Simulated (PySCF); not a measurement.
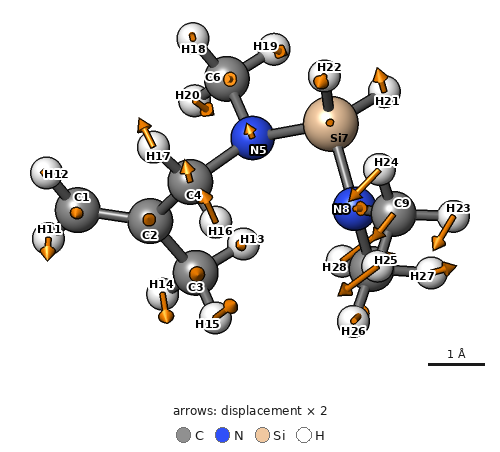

A relaxation of C7H18N2Si. The starting structure is drawn; orange arrows show the displacements, magnified 2 times. The two geometries are superimposed by the best rigid fit.

Style: ball-and-stick. Shown at a tilt.

The start comes from GFN2-xTB. Its atoms were then displaced at random by about 0.01 Å.

Level of theory: PySCF, PBE0-D3(BJ)/def2-SVP geometry optimisation, gas phase. 

### What happened in the run?

An H atom moves most after the best rigid fit: 0.63 Å. By element the largest moves are H 0.63 Å, C 0.37 Å, N 0.19 Å, Si 0.07 Å. Near-neighbour distances that change, for instance: C–H 1.044 → 1.093 Å, H–Si 1.453 → 1.500 Å, C–H 1.063 → 1.099 Å, C–C 1.481 → 1.511 Å. Bond angles that change, for instance: N–Si–N 106.1° → 110.6°, C–N–Si 118.2° → 122.5°, N–C–H 107.4° → 111.3°. Over 10 geometry steps the energy falls by 0.317 eV. Cost: 5.6 min on 1 thread of Arm Neoverse V2, with other jobs on the host.
